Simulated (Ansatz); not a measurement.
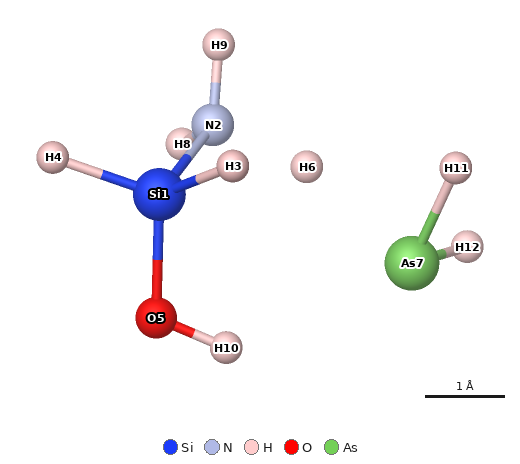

The starting structure (ball-and-stick view, seen at a tilt; atoms are numbered from 1 in the order of the input). Bond lengths as drawn: As–H 1.47 to 1.52 Å, H–N 1.01 to 1.03 Å, H–O 0.98 Å, H–Si 1.46 to 1.49 Å, N–Si 1.80 Å and O–Si 1.63 Å.

**Geometry relaxation, with input and output: SiAsNH$_{8}$O (part 1 of 2)**

The run: geometry relaxation of SiAsNH$_{8}$O. Method and program: RKS PBE0-D4/def2-TZVP (Ansatz 0.2.0).

The geometry is a transition state displaced along its imaginary mode. The reaction was set up to form Si1–As7 and N2–H6 and to break Si1–N2 and H6–As7 (atoms counted from 1 in the order of the input); sticks are drawn by distance alone. Figures and captions count atoms from 1; the log counts them from 0 in places.

What the program printed:
```
Functional definition: PBE0
  name "PBE0"
  cite "Adamo & Barone, J. Chem. Phys. 110, 6158 (1999) doi:10.1063/1.478522"
  cite "Perdew, Burke & Ernzerhof, Phys. Rev. Lett. 77, 3865 (1996) doi:10.1103/PhysRevLett.77.3865"
  parent pbe
  parameter a = 0.25
  parameter kappa = 0.804
  parameter beta = 0.06672455060314922
  exchange = (1 - a)*pbe_x(kappa = kappa, mu = beta*pi^2/3) + a*exact_x
  correlation = pbe_c(beta = beta)
1349 factors; their error is unknown
mean field evaluation 1: about -72365.5815 eV, gradient 6.9e1 eV
mean field evaluation 2: about -72354.3259 eV, gradient 1.0e2 eV
mean field evaluation 4: about -72373.5884 eV, gradient 4.7e0 eV
mean field evaluation 8: about -72373.9080 eV, gradient 4.6e-1 eV
mean field evaluation 16: about -72373.9082 eV, gradient 3.5e-5 eV
mean field -72373.90823108 eV, -2659.6920706953 hartree, gradient 3.5e-5 eV, S^2 0.000000; 0 other end points of the search recorded, 0 dependent functions left out
the calculation of the forces begins
reference -72373.90826466 eV, -2659.6920719293 hartree; 35, 35 occupied and 160, 160 virtual orbitals, 1349 factors
relax step   1: F+E_penalty+E_count = -72374.13403889 eV  Δ(F+E_penalty+E_count) = +0.000e0 eV  max|allowed force component| = 9.104e-1 eV/Å  Δτ_max = 0.0000 Å  (28 SCF iters, accepted)
these checks for a lower state are left out or cut short: starts, cluster_reference, orbital_swaps, neighbouring_geometries, increment
1349 factors; their error is unknown
mean field -72374.08263188 eV, -2659.6984798065 hartree, gradient 6.7e-6 eV, S^2 0.000000; 0 other end points of the search recorded, 0 dependent functions left out
[... from here on the field's lines of each further geometry are left out, up to the last ...]
relax step   2: F+E_penalty+E_count = -72374.30360887 eV  Δ(F+E_penalty+E_count) = -1.696e-1 eV  max|allowed force component| = 1.017e0 eV/Å  Δτ_max = 0.1942 Å  (31 SCF iters, accepted)
relax step   3: F+E_penalty+E_count = -72374.57957963 eV  Δ(F+E_penalty+E_count) = -2.760e-1 eV  max|allowed force component| = 1.655e0 eV/Å  Δτ_max = 0.1996 Å  (36 SCF iters, accepted)
relax step   4: F+E_penalty+E_count = -72374.89072227 eV  Δ(F+E_penalty+E_count) = -3.111e-1 eV  max|allowed force component| = 1.314e0 eV/Å  Δτ_max = 0.1939 Å  (31 SCF iters, accepted)
relax step   5: F+E_penalty+E_count = -72375.06040508 eV  Δ(F+E_penalty+E_count) = -1.697e-1 eV  max|allowed force component| = 1.621e0 eV/Å  Δτ_max = 0.1950 Å  (31 SCF iters, accepted)
relax step   6: F+E_penalty+E_count = -72375.18310371 eV  Δ(F+E_penalty+E_count) = -1.227e-1 eV  max|allowed force component| = 3.278e-1 eV/Å  Δτ_max = 0.2000 Å  (30 SCF iters, accepted)
relax step   7: F+E_penalty+E_count = -72375.16352980 eV  Δ(F+E_penalty+E_count) = +1.957e-2 eV  max|allowed force component| = 1.008e0 eV/Å  Δτ_max = 0.2000 Å  (36 SCF iters, rejected (line search))
relax step   8: F+E_penalty+E_count = -72375.21743440 eV  Δ(F+E_penalty+E_count) = -3.433e-2 eV  max|allowed force component| = 2.029e-1 eV/Å  Δτ_max = 0.0981 Å  (31 SCF iters, accepted)
relax step   9: F+E_penalty+E_count = -72375.22758364 eV  Δ(F+E_penalty+E_count) = -1.015e-2 eV  max|allowed force component| = 2.163e-1 eV/Å  Δτ_max = 0.0866 Å  (30 SCF iters, accepted)
relax step  10: F+E_penalty+E_count = -72375.24172976 eV  Δ(F+E_penalty+E_count) = -1.415e-2 eV  max|allowed force component| = 8.369e-2 eV/Å  Δτ_max = 0.1500 Å  (29 SCF iters, accepted)
relax step  11: F+E_penalty+E_count = -72375.24539929 eV  Δ(F+E_penalty+E_count) = -3.670e-3 eV  max|allowed force component| = 1.278e-1 eV/Å  Δτ_max = 0.0916 Å  (31 SCF iters, accepted)
relax step  12: F+E_penalty+E_count = -72375.25039887 eV  Δ(F+E_penalty+E_count) = -5.000e-3 eV  max|allowed force component| = 2.400e-1 eV/Å  Δτ_max = 0.1004 Å  (30 SCF iters, accepted)
relax step  13: F+E_penalty+E_count = -72375.25005348 eV  Δ(F+E_penalty+E_count) = +3.454e-4 eV  max|allowed force component| = 4.674e-1 eV/Å  Δτ_max = 0.1637 Å  (29 SCF iters, rejected (line search))
relax step  14: F+E_penalty+E_count = -72375.25968174 eV  Δ(F+E_penalty+E_count) = -9.283e-3 eV  max|allowed force component| = 1.320e-1 eV/Å  Δτ_max = 0.0803 Å  (30 SCF iters, accepted)
relax step  15: F+E_penalty+E_count = -72375.26598009 eV  Δ(F+E_penalty+E_count) = -6.298e-3 eV  max|allowed force component| = 1.619e-1 eV/Å  Δτ_max = 0.0995 Å  (30 SCF iters, accepted)
relax step  16: F+E_penalty+E_count = -72375.27320840 eV  Δ(F+E_penalty+E_count) = -7.228e-3 eV  max|allowed force component| = 2.602e-1 eV/Å  Δτ_max = 0.1467 Å  (31 SCF iters, accepted)
relax step  17: F+E_penalty+E_count = -72375.27908730 eV  Δ(F+E_penalty+E_count) = -5.879e-3 eV  max|allowed force component| = 3.575e-1 eV/Å  Δτ_max = 0.1381 Å  (30 SCF iters, accepted)
relax step  18: F+E_penalty+E_count = -72375.29648646 eV  Δ(F+E_penalty+E_count) = -1.740e-2 eV  max|allowed force component| = 8.148e-2 eV/Å  Δτ_max = 0.2000 Å  (30 SCF iters, accepted)
relax step  19: F+E_penalty+E_count = -72375.30137159 eV  Δ(F+E_penalty+E_count) = -4.885e-3 eV  max|allowed force component| = 1.999e-1 eV/Å  Δτ_max = 0.1924 Å  (31 SCF iters, accepted)
relax step  20: F+E_penalty+E_count = -72375.30471064 eV  Δ(F+E_penalty+E_count) = -3.339e-3 eV  max|allowed force component| = 7.522e-2 eV/Å  Δτ_max = 0.0917 Å  (30 SCF iters, accepted)
relax step  21: F+E_penalty+E_count = -72375.30704066 eV  Δ(F+E_penalty+E_count) = -2.330e-3 eV  max|allowed force component| = 2.943e-2 eV/Å  Δτ_max = 0.0682 Å  (30 SCF iters, accepted)
relax step  22: F+E_penalty+E_count = -72375.30808563 eV  Δ(F+E_penalty+E_count) = -1.045e-3 eV  max|allowed force component| = 8.515e-2 eV/Å  Δτ_max = 0.1223 Å  (30 SCF iters, accepted)
relax step  23: F+E_penalty+E_count = -72375.30903130 eV  Δ(F+E_penalty+E_count) = -9.457e-4 eV  max|allowed force component| = 1.168e-1 eV/Å  Δτ_max = 0.0566 Å  (30 SCF iters, accepted)
relax step  24: F+E_penalty+E_count = -72375.31037607 eV  Δ(F+E_penalty+E_count) = -1.345e-3 eV  max|allowed force component| = 1.078e-1 eV/Å  Δτ_max = 0.0377 Å  (30 SCF iters, accepted)
relax step  25: F+E_penalty+E_count = -72375.31236455 eV  Δ(F+E_penalty+E_count) = -1.988e-3 eV  max|allowed force component| = 6.700e-2 eV/Å  Δτ_max = 0.0973 Å  (30 SCF iters, accepted)
relax step  26: F+E_penalty+E_count = -72375.31279325 eV  Δ(F+E_penalty+E_count) = -4.287e-4 eV  max|allowed force component| = 2.087e-1 eV/Å  Δτ_max = 0.1629 Å  (31 SCF iters, accepted)
relax step  27: F+E_penalty+E_count = -72375.31570373 eV  Δ(F+E_penalty+E_count) = -2.910e-3 eV  max|allowed force component| = 1.098e-1 eV/Å  Δτ_max = 0.0283 Å  (31 SCF iters, accepted)
relax step  28: F+E_penalty+E_count = -72375.31869651 eV  Δ(F+E_penalty+E_count) = -2.993e-3 eV  max|allowed force component| = 5.104e-2 eV/Å  Δτ_max = 0.0811 Å  (30 SCF iters, accepted)
relax step  29: F+E_penalty+E_count = -72375.32408782 eV  Δ(F+E_penalty+E_count) = -5.391e-3 eV  max|allowed force component| = 1.916e-1 eV/Å  Δτ_max = 0.1955 Å  (29 SCF iters, accepted)
relax step  30: F+E_penalty+E_count = -72375.32471083 eV  Δ(F+E_penalty+E_count) = -6.230e-4 eV  max|allowed force component| = 3.764e-1 eV/Å  Δτ_max = 0.1952 Å  (30 SCF iters, accepted)
relax step  31: F+E_penalty+E_count = -72375.33108567 eV  Δ(F+E_penalty+E_count) = -6.375e-3 eV  max|allowed force component| = 2.365e-1 eV/Å  Δτ_max = 0.0256 Å  (31 SCF iters, accepted)
relax step  32: F+E_penalty+E_count = -72375.33583067 eV  Δ(F+E_penalty+E_count) = -4.745e-3 eV  max|allowed force component| = 2.844e-2 eV/Å  Δτ_max = 0.0967 Å  (30 SCF iters, accepted)
relax step  33: F+E_penalty+E_count = -72375.33850718 eV  Δ(F+E_penalty+E_count) = -2.677e-3 eV  max|allowed force component| = 5.221e-2 eV/Å  Δτ_max = 0.1958 Å  (30 SCF iters, accepted)
relax step  34: F+E_penalty+E_count = -72375.33919647 eV  Δ(F+E_penalty+E_count) = -6.893e-4 eV  max|allowed force component| = 4.540e-2 eV/Å  Δτ_max = 0.0365 Å  (31 SCF iters, accepted)
relax step  35: F+E_penalty+E_count = -72375.33943341 eV  Δ(F+E_penalty+E_count) = -2.369e-4 eV  max|allowed force component| = 2.087e-2 eV/Å  Δτ_max = 0.0124 Å  (32 SCF iters, accepted)
relax step  36: F+E_penalty+E_count = -72375.33954486 eV  Δ(F+E_penalty+E_count) = -1.115e-4 eV  max|allowed force component| = 1.534e-2 eV/Å  Δτ_max = 0.0136 Å  (32 SCF iters, accepted)
relax step  37: F+E_penalty+E_count = -72375.33964425 eV  Δ(F+E_penalty+E_count) = -9.938e-5 eV  max|allowed force component| = 1.452e-2 eV/Å  Δτ_max = 0.0261 Å  (31 SCF iters, accepted)
relax step  38: F+E_penalty+E_count = -72375.33968991 eV  Δ(F+E_penalty+E_count) = -4.566e-5 eV  max|allowed force component| = 9.644e-3 eV/Å  Δτ_max = 0.0143 Å  (32 SCF iters, accepted)
relax step  39: F+E_penalty+E_count = -72375.33971790 eV  Δ(F+E_penalty+E_count) = -2.799e-5 eV  max|allowed force component| = 1.023e-2 eV/Å  Δτ_max = 0.0094 Å  (32 SCF iters, accepted)
relax step  40: F+E_penalty+E_count = -72375.33973049 eV  Δ(F+E_penalty+E_count) = -1.258e-5 eV  max|allowed force component| = 6.528e-3 eV/Å  Δτ_max = 0.0062 Å  (32 SCF iters, accepted)
the calculation of the forces begins
reference -72375.13700102 eV, -2659.7372271575 hartree; 35, 35 occupied and 160, 160 virtual orbitals, 1349 factors
relax step  41: F+E_penalty+E_count = -72375.33973811 eV  Δ(F+E_penalty+E_count) = -7.624e-6 eV  max|allowed force component| = 3.510e-3 eV/Å  Δτ_max = 0.0037 Å  (32 SCF iters, accepted)
1349 factors; their error is unknown
mean field evaluation 320: about -72375.1370 eV, gradient 3.9e-3 eV
```

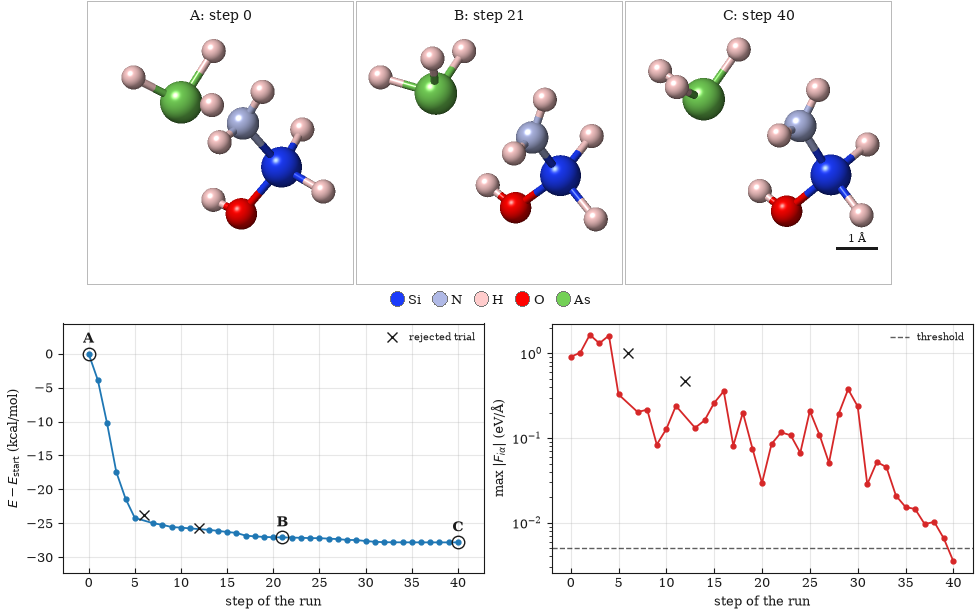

Frames of the relaxation (ball-and-stick view, seen at an oblique angle) above the curves, on which the letters mark them (the first geometry is step 0 here and step 1 in the log).

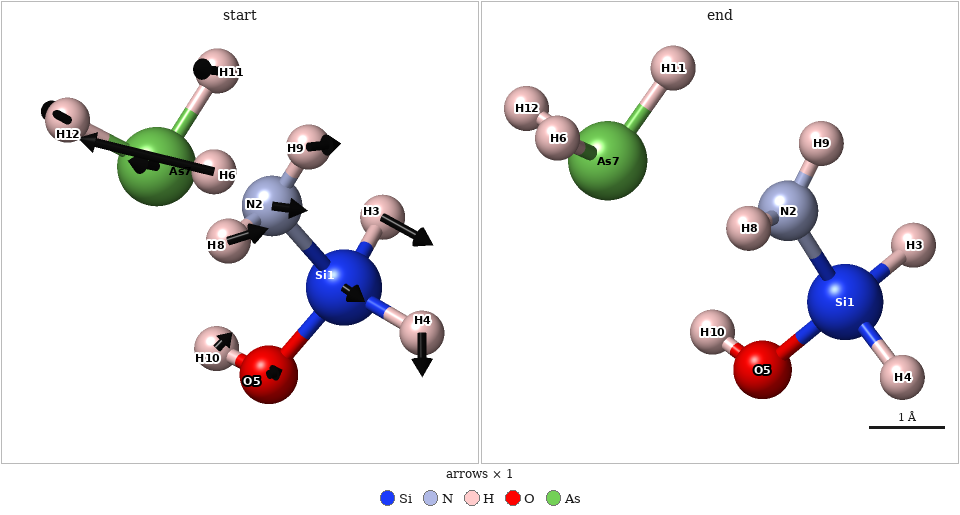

Before (left) and after (right) the relaxation, at one scale (ball-and-stick view, seen at an oblique angle). The black arrows give the displacements, at true length. After 40 geometry steps the energy has fallen by 27.8 kcal/mol. The largest force component goes from 0.91 to 0.0035 eV/Å. The line search rejected the trial steps at points 6, 12 (counted from 0) and went back. H6 moves most after the best rigid fit: 1.88 Å. Largest moves by element: H 1.88 Å, As 0.54 Å, N 0.48 Å, Si 0.37 Å, O 0.23 Å. Among the contacts that change: H6–As7 1.933 → 1.516 Å, Si1–N2 1.797 → 1.720 Å, As7–H12 1.473 → 1.523 Å, Si1–H4 1.459 → 1.484 Å. Among the angles that change: N2–Si1–H4 107.6° → 114.9°, Si1–N2–H8 115.2° → 121.1°, H4–Si1–O5 109.0° → 103.3°. (Atoms are counted from 1 in the order of the input.)

```
mean field -72375.13696588 eV, -2659.7372258664 hartree, gradient 2.3e-5 eV, S^2 0.000000; 1 other end points of the search recorded, 0 dependent functions left out
the calculation of the forces begins
reference -72375.13700102 eV, -2659.7372271575 hartree; 35, 35 occupied and 160, 160 virtual orbitals, 1349 factors
Total energy: -72375.33977324 eV, -2659.7446788994 hartree
Atom 0 at    -0.721502    -1.585977     0.442898 Å, force     0.002559    -0.001277     0.003510 eV/Å
Atom 1 at     0.303966    -0.503184     1.299583 Å, force    -0.001053    -0.001916    -0.001371 eV/Å
Atom 2 at     0.216742    -2.390463    -0.386959 Å, force    -0.000669    -0.000691    -0.000409 eV/Å
Atom 3 at    -1.547238    -2.473554     1.299017 Å, force     0.000916     0.000424     0.000674 eV/Å
Atom 4 at    -1.836800    -0.771009    -0.441088 Å, force     0.001313     0.001113    -0.002854 eV/Å
Atom 5 at     0.606245     2.607077    -0.040030 Å, force     0.000025     0.001002     0.000762 eV/Å
Atom 6 at     0.458292     1.777231    -1.300192 Å, force    -0.001478     0.001440    -0.003269 eV/Å
Atom 7 at    -0.039464     0.029230     2.083135 Å, force     0.000382     0.001386     0.001418 eV/Å
Atom 8 at     1.276066    -0.738142     1.418818 Å, force    -0.002086     0.000022    -0.001384 eV/Å
Atom 9 at    -1.483647    -0.054305    -0.980979 Å, force    -0.001084     0.001242     0.000001 eV/Å
Atom 10 at     1.852727     1.192204    -1.186114 Å, force     0.001825    -0.000275    -0.000264 eV/Å
Atom 11 at     0.914714     2.910994    -2.208090 Å, force    -0.000651    -0.002468     0.003188 eV/Å
Dipole moment:     0.449055     0.291210     0.179334 e Å
```

Trajectory as extended XYZ (Å, eV, eV/Å), 18 of the 41 frames kept, from step=1 to step=41:
```
12
Properties=species:S:1:pos:R:3:forces:R:3 step=1 energy=-72374.13404
Si   -0.5325   -1.3134    0.2401    0.2777   0.4317  -0.2443
N     0.2660   -0.0495    1.2376    0.6340  -0.2103   0.5146
H     0.5150   -1.6303   -0.7745   -0.2208  -0.1060   0.1934
H    -0.8635   -2.4285    1.1210   -0.1475  -0.3459   0.0861
O    -1.9112   -0.6723   -0.3448    0.1327   0.1917  -0.1693
H     0.5178    0.7617    0.2252   -0.4012   0.1988  -0.8738
As    0.4042    1.4192   -1.5886   -0.0736  -0.9104   0.3367
H    -0.3418    0.4322    1.8907   -0.0142   0.0077   0.0540
H     1.1479   -0.2950    1.7090   -0.5730   0.0662  -0.2497
H    -1.7458    0.0573   -0.9769   -0.0271  -0.3712   0.2896
H     1.8479    0.9573   -1.6823    0.0848   0.1688  -0.1421
H     0.6961    2.7615   -1.0565    0.3282   0.8788   0.2049
12
Properties=species:S:1:pos:R:3:forces:R:3 step=3 energy=-72374.57958
Si   -0.5820   -1.4145    0.3460    0.6424   0.4556   0.9288
N     0.2334   -0.0980    1.2538   -1.6550  -0.9250  -0.2271
H     0.4206   -1.8198   -0.6615    0.0244  -0.0348  -0.1055
H    -0.9502   -2.5613    1.2062   -0.1032  -0.0015  -0.0469
O    -1.9516   -0.7798   -0.2607    0.0096   0.2236  -0.3362
H     0.3584    0.8240   -0.0571    0.7291   1.1854  -1.2266
As    0.5476    1.6062   -1.5617   -0.1397  -0.1102   0.3204
H    -0.3443    0.3774    1.9387    0.0217  -0.0595  -0.0439
H     1.1154   -0.3024    1.6545    1.0042  -0.1630   0.3310
H    -1.7767   -0.0878   -0.9150   -0.2165  -0.0978   0.0708
H     2.0046    1.2263   -1.8240   -0.1775  -0.0769   0.1808
H     0.9249    3.0300   -1.1193   -0.1395  -0.3963   0.1545
12
Properties=species:S:1:pos:R:3:forces:R:3 step=6 energy=-72375.18310
Si   -0.6125   -1.4808    0.4648   -0.1769  -0.1466   0.1959
N     0.1267   -0.2274    1.3935   -0.0466  -0.2396   0.0793
H     0.3657   -1.9144   -0.5654    0.1177   0.0910   0.0133
H    -1.0673   -2.6654    1.2377    0.0503   0.0139   0.0398
O    -2.0166   -0.9301   -0.1870    0.1323   0.1864  -0.2173
H     0.6047    1.2114   -0.3842    0.0080  -0.0543   0.2355
As    0.6703    1.8235   -1.7591   -0.0217   0.1306  -0.3278
H    -0.4197    0.1529    2.1557    0.1040  -0.0017  -0.0436
H     1.0934   -0.3315    1.6707   -0.0797   0.0417  -0.0384
H    -1.9082   -0.2454   -0.8546   -0.1138  -0.0319   0.0822
H     2.1202    1.4133   -1.9549    0.0119   0.0172  -0.0065
H     1.0435    3.1939   -1.2172    0.0145  -0.0067  -0.0122
```
